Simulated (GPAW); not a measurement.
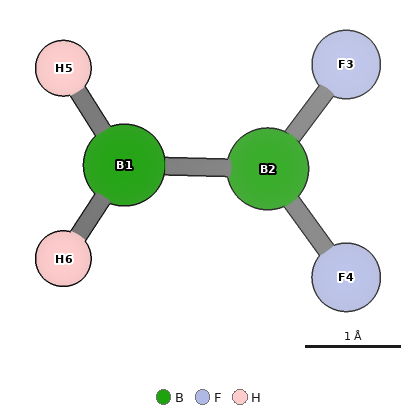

Figure 1. The structure as given in the input (ball-and-stick view, seen at a tilt; atoms are numbered from 1 in the order of the input).

## B2H2F2 (charge −1): property calculation

B2H2F2, charge −1, multiplicity 2, computed with PBE/dzp, UKS, scalar-relativistic datasets (GPAW 26.7.0).

The geometry comes from this level: GFN2-xTB.

Input (calc.py):
```python
from ase.io import read
from gpaw import GPAW

# Set up the molecule
molecule = read('run.xyz')
molecule.center(vacuum=5.5)
molecule.set_initial_magnetic_moments([0.25, 0.25, 0.25, 0.25, 0.0, 0.0])

# Ground state
gpaw_calc = GPAW(mode='lcao',
                 charge=-1,
                 maxiter=150,
                 h=0.18,
                 basis='dzp',
                 occupations={'name': 'fermi-dirac', 'width': 0.0, 'fixmagmom': True},
                 symmetry='off',
                 xc='PBE',
                 txt='-')
molecule.calc = gpaw_calc

energy = molecule.get_potential_energy()
print(f'Energy: {energy:.5f} eV')
forces = molecule.get_forces()
print('Forces (eV/Ang)')
for symbol, f in zip(molecule.symbols, forces):
    print(f'{symbol:2} {f[0]:9.4f} {f[1]:9.4f} {f[2]:9.4f}')
print('Moments:', molecule.get_magnetic_moments().round(3))
```

File run.xyz:
```
6

B     -0.328080     0.752540    -0.220650
B      0.279650    -0.638840     0.187100
F     -0.051890    -1.911440    -0.340810
F      1.272820    -0.892150     1.164420
H     -1.179650     0.888680    -1.067510
H      0.007150     1.801210     0.277450
```

Machine: 1 thread of Arm Neoverse V1, 24 GiB of memory available, shared host.

Launch command:
```bash
python3 -u calc.py | tee calc.out
```

The program's output:
```
__  _  _
 | _ |_)|_||  |
 |__||  | ||/\| - 26.7.0

units:  Angstrom and eV
cores:  1
OpenMP: False

Versions:
  Python: 3.12.14
  ASE:    3.29.0
  Numpy:  2.5.5
  Scipy:  1.18.1
  Libxc:  7.0.0

        _gpaw.cpython-312-aarch64-linux-gnu.so

Input parameters:
  mode=LCAO(),
  basis={'default': 'dzp'},
  charge=-1,
  h=0.18,
  maxiter=150,
  occupations=Occupations(name='fermi-dirac', width=0.0, fixmagmom=True),
  symmetry=Symmetry(point_group=False, time_reversal=False),
  xc=XC(name='PBE')
          .--------------------------------.
         /|                                |
        / |                                |
       /  |                                |
      /   |                                |
     /    |                                |
    /     |                                |
   /      |                                |
  /       |                                |
 *        |                                |
 |        |                                |
 |        |            H                   |
 |        |           B F                  |
 |        |         H B                    |
 |        |          F                     |
 |        |                                |
 |        .--------------------------------.
 |       /                                /
 |      /                                /
 |     /                                /
 |    /                                /
 |   /                                /
 |  /                                /
 | /                                /
 |/                                /
 *--------------------------------*

Atoms  # Å, Bohr magnetons
|   | symbol |        x |        y |        z |    initial magnetic moments |
|---|--------|----------|----------|----------|-----------------------------|
| 0 |      B | 6.351570 | 8.163980 | 6.346860 | ( 0.0000,  0.0000,  0.2500) |
| 1 |      B | 6.959300 | 6.772600 | 6.754610 | ( 0.0000,  0.0000,  0.2500) |
| 2 |      F | 6.627760 | 5.500000 | 6.226700 | ( 0.0000,  0.0000,  0.2500) |
| 3 |      F | 7.952470 | 6.519290 | 7.731930 | ( 0.0000,  0.0000,  0.2500) |
| 4 |      H | 5.500000 | 8.300120 | 5.500000 | ( 0.0000,  0.0000,  0.0000) |
| 5 |      H | 6.686800 | 9.212650 | 6.844960 | ( 0.0000,  0.0000,  0.0000) |

Unit cell  # Å
| periodic |         x |         y |         z |   lengths |    angles |
|----------|-----------|-----------|-----------|-----------|-----------|
|       no | 13.452470 |  0.000000 |  0.000000 | 13.452470 | 90.000000 |
|       no |  0.000000 | 14.712650 |  0.000000 | 14.712650 | 90.000000 |
|       no |  0.000000 |  0.000000 | 13.231930 | 13.231930 | 90.000000 |

Number of symmetries: 1
Symmetry operations  # r_c * U_cc + t_c -> r_c
|   | kind |            matrix            |
|---|------|------------------------------|
| 0 |  E   |  1, 0, 0,  0, 1, 0,  0, 0, 1 |

BZ-sampling:
  Number of BZ points: 1
  Number of IBZ points: 1

  Monkhorst-Pack size: [1, 1, 1]
  Monkhorst-Pack shift: [0, 0, 0]

K-points  # in reciprocal-cell coordinates
|   |                                coordinates |     weight |
|---|--------------------------------------------|------------|
| 0 | (  0.00000000,   0.00000000,   0.00000000) | 1.00000000 |

basis functions: 62
Spin-components: 2 (collinear spins)
Bands:           18
Projectors:      26
Spin-degeneracy: 1
Datatype:        <class 'float'>

  Storage: CPU
  Wave functions: 17_856 bytes (17_856 per core)

Parallelization:
  kpt:    1
  domain: 1
  band:   1

Density:
  Valence electrons: 22.0
  Components: 2
  Grid points: [76 80 72]
  Charge: -1.0  # |e|

Potential:
  Grid points: [76 80 72]

species:
  B:
    name:    Boron
    Z:       5.0
    valence: 3
    core:    2
    charge:  0.0  # [|e|]
    file:    B.PBE.gz
    compensation charges:
      type: gauss
      rc: 0.20  # [Å]
      lmax: 2
    cutoffs:
      filter: 1.14  # [Å]
      core: 1.38  # [Å]
    projectors
    | kind |    occ | energy [eV] | rcut [Å] |
    |------|--------|-------------|----------|
    |   2s |  2.000 |      -9.443 |    0.635 |
    |   2p |  1.000 |      -3.606 |    0.635 |
    |    s |        |      17.768 |    0.635 |
    |    p |        |      23.605 |    0.635 |
    |    d |        |       0.000 |    0.635 |

    LCAO basis set for B:
      Name: dzp
      File: B.dzp.basis.gz
      Number of radial functions: 5
      Number of spherical harmonics: 13
        l=0, rc=6.6719 Bohr: 2s-sz confined orbital
        l=1, rc=8.2188 Bohr: 2p-sz confined orbital
        l=0, rc=3.7500 Bohr: 2s-dz split-valence wave
        l=1, rc=4.6094 Bohr: 2p-dz split-valence wave
        l=2, rc=8.2188 Bohr: d-type Gaussian polarization
      Number of RI-basis functions 0

  F:
    name:    Fluorine
    Z:       9.0
    valence: 7
    core:    2
    charge:  0.0  # [|e|]
    file:    F.PBE.gz
    compensation charges:
      type: gauss
      rc: 0.20  # [Å]
      lmax: 2
    cutoffs:
      filter: 1.14  # [Å]
      core: 0.74  # [Å]
    projectors
    | kind |    occ | energy [eV] | rcut [Å] |
    |------|--------|-------------|----------|
    |   2s |  2.000 |     -29.898 |    0.635 |
    |   2p |  5.000 |     -11.110 |    0.635 |
    |    s |        |      -2.687 |    0.635 |
    |    p |        |      16.102 |    0.635 |
    |    d |        |       0.000 |    0.635 |

    LCAO basis set for F:
      Name: dzp
      File: F.dzp.basis.gz
      Number of radial functions: 5
      Number of spherical harmonics: 13
        l=0, rc=3.8594 Bohr: 2s-sz confined orbital
        l=1, rc=4.8750 Bohr: 2p-sz confined orbital
        l=0, rc=2.0156 Bohr: 2s-dz split-valence wave
        l=1, rc=2.6094 Bohr: 2p-dz split-valence wave
        l=2, rc=4.8750 Bohr: d-type Gaussian polarization
      Number of RI-basis functions 0

  H:
    name:    Hydrogen
    Z:       1.0
    valence: 1
    core:    0
    charge:  0.0  # [|e|]
    file:    H.PBE.gz
    compensation charges:
      type: gauss
      rc: 0.15  # [Å]
      lmax: 2
    cutoffs:
      filter: 0.85  # [Å]
      core: 0.53  # [Å]
    projectors
    | kind |    occ | energy [eV] | rcut [Å] |
    |------|--------|-------------|----------|
    |   1s |  1.000 |      -6.494 |    0.476 |
    |    s |        |      20.717 |    0.476 |
    |    p |        |       0.000 |    0.476 |

    LCAO basis set for H:
      Name: dzp
      File: H.dzp.basis.gz
      Number of radial functions: 3
      Number of spherical harmonics: 5
        l=0, rc=6.4219 Bohr: 1s-sz confined orbital
        l=0, rc=3.6094 Bohr: 1s-dz split-valence wave
        l=1, rc=6.4219 Bohr: p-type Gaussian polarization
      Number of RI-basis functions 0

Reference energy: -6792.121029  # eV

eigensolver:
  <gpaw.new.lcao.eigensolver.LCAOEigensolver object at 0xf3b33d74a9f0>
density mixing:
  MSR1-Mixer
  Pratt-step length: 0.05
  Maximum mixing coefficient: 0.75
  Old densities: 10
  SVD Regularization: 0.005
  Good broyden scale: 1.0
  Trust region scale: 1.0
  Backstep threshold: 4.0
  History deletion threshold: 6.0
  Fourier metric: weight=20.0, sigma=0.015

occupation numbers:
  Fixed magnetic moment: 1.000
  # Zero width

FastPoissonSolver using
    Stencil: 6*3+1=19 point O(h^6) finite-difference Laplacian
    FFT axes: []
    FST axes: [np.int64(2), np.int64(0), np.int64(1)]

xc functional:
  name: PBE with 2 nearest neighbor stencil
interpolation: tri-quintic # 5. degree polynomial

          .--------------------------------.
         /|                                |
        / |                                |
       /  |                                |
      /   |                                |
     /    |                                |
    /     |                                |
   /      |                                |
  /       |                                |
 *        |                                |
 |        |                                |
 |        |            H                   |
 |        |           B F                  |
 |        |         H B                    |
 |        |          F                     |
 |        |                                |
 |        .--------------------------------.
 |       /                                /
 |      /                                /
 |     /                                /
 |    /                                /
 |   /                                /
 |  /                                /
 | /                                /
 |/                                /
 *--------------------------------*

Atoms  # Å, Bohr magnetons
|   | symbol |        x |        y |        z |    initial magnetic moments |
|---|--------|----------|----------|----------|-----------------------------|
| 0 |      B | 6.351570 | 8.163980 | 6.346860 | ( 0.0000,  0.0000,  0.2500) |
| 1 |      B | 6.959300 | 6.772600 | 6.754610 | ( 0.0000,  0.0000,  0.2500) |
| 2 |      F | 6.627760 | 5.500000 | 6.226700 | ( 0.0000,  0.0000,  0.2500) |
| 3 |      F | 7.952470 | 6.519290 | 7.731930 | ( 0.0000,  0.0000,  0.2500) |
| 4 |      H | 5.500000 | 8.300120 | 5.500000 | ( 0.0000,  0.0000,  0.0000) |
| 5 |      H | 6.686800 | 9.212650 | 6.844960 | ( 0.0000,  0.0000,  0.0000) |

Unit cell  # Å
| periodic |         x |         y |         z |   lengths |    angles |
|----------|-----------|-----------|-----------|-----------|-----------|
|       no | 13.452470 |  0.000000 |  0.000000 | 13.452470 | 90.000000 |
|       no |  0.000000 | 14.712650 |  0.000000 | 14.712650 | 90.000000 |
|       no |  0.000000 |  0.000000 | 13.231930 | 13.231930 | 90.000000 |

Number of symmetries: 1
Symmetry operations  # r_c * U_cc + t_c -> r_c
|   | kind |            matrix            |
|---|------|------------------------------|
| 0 |  E   |  1, 0, 0,  0, 1, 0,  0, 0, 1 |

BZ-sampling:
  Number of BZ points: 1
  Number of IBZ points: 1

  Monkhorst-Pack size: [1, 1, 1]
  Monkhorst-Pack shift: [0, 0, 0]

K-points  # in reciprocal-cell coordinates
|   |                                coordinates |     weight |
|---|--------------------------------------------|------------|
| 0 | (  0.00000000,   0.00000000,   0.00000000) | 1.00000000 |

basis functions: 62
Spin-components: 2 (collinear spins)
Bands:           18
Projectors:      26
Spin-degeneracy: 1
Datatype:        <class 'float'>

  Storage: CPU
  Wave functions: 17_856 bytes (17_856 per core)

Parallelization:
  kpt:    1
  domain: 1
  band:   1

Density:
  Valence electrons: 22.0
  Components: 2
  Grid points: [76 80 72]
  Charge: -1.0  # |e|

Potential:
  Grid points: [76 80 72]

species:
  B:
    name:    Boron
    Z:       5.0
    valence: 3
    core:    2
    charge:  0.0  # [|e|]
    file:    B.PBE.gz
    compensation charges:
      type: gauss
      rc: 0.20  # [Å]
      lmax: 2
    cutoffs:
      filter: 1.14  # [Å]
      core: 1.38  # [Å]
    projectors
    | kind |    occ | energy [eV] | rcut [Å] |
    |------|--------|-------------|----------|
    |   2s |  2.000 |      -9.443 |    0.635 |
    |   2p |  1.000 |      -3.606 |    0.635 |
    |    s |        |      17.768 |    0.635 |
    |    p |        |      23.605 |    0.635 |
    |    d |        |       0.000 |    0.635 |

    LCAO basis set for B:
      Name: dzp
      File: B.dzp.basis.gz
      Number of radial functions: 5
      Number of spherical harmonics: 13
        l=0, rc=6.6719 Bohr: 2s-sz confined orbital
        l=1, rc=8.2188 Bohr: 2p-sz confined orbital
        l=0, rc=3.7500 Bohr: 2s-dz split-valence wave
        l=1, rc=4.6094 Bohr: 2p-dz split-valence wave
        l=2, rc=8.2188 Bohr: d-type Gaussian polarization
      Number of RI-basis functions 0

  F:
    name:    Fluorine
    Z:       9.0
    valence: 7
    core:    2
    charge:  0.0  # [|e|]
    file:    F.PBE.gz
    compensation charges:
      type: gauss
      rc: 0.20  # [Å]
      lmax: 2
    cutoffs:
      filter: 1.14  # [Å]
      core: 0.74  # [Å]
    projectors
    | kind |    occ | energy [eV] | rcut [Å] |
    |------|--------|-------------|----------|
    |   2s |  2.000 |     -29.898 |    0.635 |
    |   2p |  5.000 |     -11.110 |    0.635 |
    |    s |        |      -2.687 |    0.635 |
    |    p |        |      16.102 |    0.635 |
    |    d |        |       0.000 |    0.635 |

    LCAO basis set for F:
      Name: dzp
      File: F.dzp.basis.gz
      Number of radial functions: 5
      Number of spherical harmonics: 13
        l=0, rc=3.8594 Bohr: 2s-sz confined orbital
        l=1, rc=4.8750 Bohr: 2p-sz confined orbital
        l=0, rc=2.0156 Bohr: 2s-dz split-valence wave
        l=1, rc=2.6094 Bohr: 2p-dz split-valence wave
        l=2, rc=4.8750 Bohr: d-type Gaussian polarization
      Number of RI-basis functions 0

  H:
    name:    Hydrogen
    Z:       1.0
    valence: 1
    core:    0
    charge:  0.0  # [|e|]
    file:    H.PBE.gz
    compensation charges:
      type: gauss
      rc: 0.15  # [Å]
      lmax: 2
    cutoffs:
      filter: 0.85  # [Å]
      core: 0.53  # [Å]
    projectors
    | kind |    occ | energy [eV] | rcut [Å] |
    |------|--------|-------------|----------|
    |   1s |  1.000 |      -6.494 |    0.476 |
    |    s |        |      20.717 |    0.476 |
    |    p |        |       0.000 |    0.476 |

    LCAO basis set for H:
      Name: dzp
      File: H.dzp.basis.gz
      Number of radial functions: 3
      Number of spherical harmonics: 5
        l=0, rc=6.4219 Bohr: 1s-sz confined orbital
        l=0, rc=3.6094 Bohr: 1s-dz split-valence wave
        l=1, rc=6.4219 Bohr: p-type Gaussian polarization
      Number of RI-basis functions 0

Reference energy: -6792.121029  # eV

eigensolver:
  <gpaw.new.lcao.eigensolver.LCAOEigensolver object at 0xf3b33b533440>
density mixing:
  MSR1-Mixer
  Pratt-step length: 0.05
  Maximum mixing coefficient: 0.75
  Old densities: 10
  SVD Regularization: 0.005
  Good broyden scale: 1.0
  Trust region scale: 1.0
  Backstep threshold: 4.0
  History deletion threshold: 6.0
  Fourier metric: weight=20.0, sigma=0.015

occupation numbers:
  Fixed magnetic moment: 1.000
  # Zero width

FastPoissonSolver using
    Stencil: 6*3+1=19 point O(h^6) finite-difference Laplacian
    FFT axes: []
    FST axes: [np.int64(2), np.int64(0), np.int64(1)]

xc functional:
  name: PBE with 2 nearest neighbor stencil
interpolation: tri-quintic # 5. degree polynomial

Initialization done in: 8.873 s

convergence criteria:
- Maximum [total energy] change in last 3 cyles: 0.0005 eV / valence electron
- Maximum integral of absolute [dens]ity change: 0.0001 electrons / valence electron
- Maximum integral of absolute [eigenst]ate change: 4e-08 eV^2 / valence electron
maximum number of iterations: 150

SCF iterations
|iter     |     time |      energy | eigst |  dens |  magmom |
|---------|----------|-------------|-------|-------|---------|
|iter:   1| 00:00:09 |  -29.272739 |      c|       |  +0.9991|
|iter:   2| 00:00:10 |  -29.155041 |      c| -0.82 |  +0.9992|
|iter:   3| 00:00:12 |  -28.790151 |      c| -0.85 |  +0.9998|
|iter:   4| 00:00:14 |  -28.809751 |      c| -1.45 |  +0.9999|
|iter:   5| 00:00:16 |  -28.812241 |      c| -1.97 |  +1.0000|
|iter:   6| 00:00:17 |  -28.813005c|      c| -2.34 |  +1.0000|
|iter:   7| 00:00:19 |  -28.813130c|      c| -2.80 |  +1.0000|
|iter:   8| 00:00:21 |  -28.813142c|      c| -3.34 |  +1.0000|
|iter:   9| 00:00:23 |  -28.813142c|      c| -3.97 |  +1.0000|
|iter:  10| 00:00:24 |  -28.813142c|      c| -4.50c|  +1.0000|

Converged in 10 steps
SCF loop duration: 15.783 s (1.578 s/step)
Energy contributions relative to reference atoms: (reference = -6792.121029)

Energy contributions:
  Kinetic:          37.060453
  Coulomb:         -31.361928
  Zero:              0.585500
  External:          0.000000
  Xc:              -35.097168
  Entropy:           0.000000
  Spinorbit:         0.000000
  ----------------------------
  Free energy:     -28.813142
  Extrapolated:    -28.813142

dipole moment: (-6.693608, -7.376595, -6.577143)  # |e|*Ang

Total magnetic moment: (0.000000, 0.000000, 1.000007)

Local magnetic moments
|        x |        y |         z |
|----------|----------|-----------|
| 0.000000 | 0.000000 |  0.106146 |  # B    0
| 0.000000 | 0.000000 |  0.046704 |  # B    1
| 0.000000 | 0.000000 |  0.025747 |  # F    2
| 0.000000 | 0.000000 |  0.025801 |  # F    3
| 0.000000 | 0.000000 | -0.005709 |  # H    4
| 0.000000 | 0.000000 | -0.005720 |  # H    5

Fermi levels: 4.985, 2.554
Eigenvalues  # (at kpt = [0.000, 0.000, 0.000])
| band index |      eig [eV] | occ [0-1] |      eig [eV] | occ [0-1] |
|------------|---------------|-----------|---------------|-----------|
|          0 |       -23.680 |     1.000 |       -23.624 |     1.000 |
|        ... |               |           |               |           |
|          4 |        -5.582 |     1.000 |        -5.541 |     1.000 |
|          5 |        -4.687 |     1.000 |        -4.487 |     1.000 |
|          6 |        -4.126 |     1.000 |        -4.012 |     1.000 |
|          7 |        -3.374 |     1.000 |        -3.254 |     1.000 |
|          8 |        -2.788 |     1.000 |        -2.759 |     1.000 |
|          9 |        -1.493 |     1.000 |        -1.371 |     1.000 |
|         10 |        -1.324 |     1.000 |        -1.018 |     1.000 |
|         11 |         1.884 |     1.000 |         3.225 |     0.000 |
|         12 |         6.744 |     0.000 |         7.630 |     0.000 |
|         13 |         8.400 |     0.000 |         8.533 |     0.000 |
|         14 |         8.853 |     0.000 |         9.141 |     0.000 |
|         15 |         9.558 |     0.000 |         9.710 |     0.000 |
|         16 |        10.834 |     0.000 |        10.995 |     0.000 |
|         17 |        11.286 |     0.000 |        11.403 |     0.000 |

Gap: 3.519 eV
Transition (v -> c):
  (s=1, k=0, n=11, [0.00, 0.00, 0.00]) -> (s=0, k=0, n=12, [0.00, 0.00, 0.00])
No difference between direct/indirect transitions
vacuum-level: 0.000  # V
Energy: -28.81314 eV

Forces  # eV/Ang
|        x |        y |        z |
|----------|----------|----------|
| -0.50323 |  1.15373 | -0.34561 |  # B    0
|  1.01130 | -2.35049 |  0.70792 |  # B    1
| -0.14936 |  0.26363 | -0.16696 |  # F    2
| -0.10298 |  0.34010 | -0.03536 |  # F    3
| -0.54342 | -0.02001 | -0.56782 |  # H    4
|  0.29165 |  0.62829 |  0.39451 |  # H    5

Force computation time: 0.403  # s
Forces (eV/Ang)
B    -0.5032    1.1537   -0.3456
B     1.0113   -2.3505    0.7079
F    -0.1494    0.2636   -0.1670
F    -0.1030    0.3401   -0.0354
H    -0.5434   -0.0200   -0.5678
H     0.2916    0.6283    0.3945
Moments: [ 0.106  0.047  0.026  0.026 -0.006 -0.006]
```

Results in brief:

| quantity | value |
| --- | --- |
| outcome | converged |
| energy relative to the program's reference atoms | −28.8131 eV |
| basis functions | 62 |
| largest force | 2.655 eV/Å |
| wall time | 26 s |
| peak memory | 1.5 GiB |

Remarks:

Further notes kept with the run: highest occupied level above vacuum.
